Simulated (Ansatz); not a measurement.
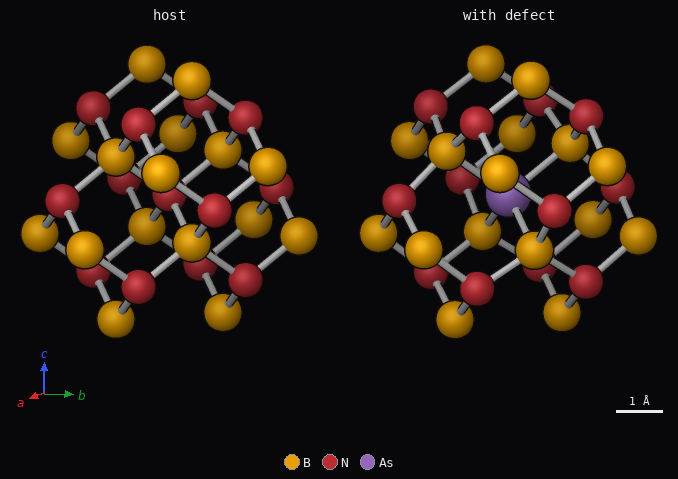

Left: perfect BN. Right: the same region with one point defect, after relaxing the atoms in a supercell of 54 sites. The picture is a ball-and-stick view of the atoms within 3.3 Å of one point, seen slightly off an axis.

Theory: DFT, PBE, plane-wave PAW, default files, scalar-relativistic in Ansatz. Set-up: plane-wave cutoff 420 eV; k-point mesh 3 × 3 × 3; occupations fermi dirac; smearing width 0.01 eV; no spin polarisation. The axes drawn are those of the host's conventional cell.

What kind of defect was made?

A nitrogen atom is replaced by arsenic.

The charge state of the cell is 0.

How does the lattice respond?

In the host the N atom has 4 B at 1.57 Å; the As atom ends with 4 B at 1.80 Å. Of the host's atoms, a boron atom moves furthest from its site, by 0.24 Å. Relaxing the atoms from the host's sites lowers the energy by 7.38 eV.

Limits of the set-up: the periodic images lie only 7.7 Å apart, so the values are limited by the cell's size.
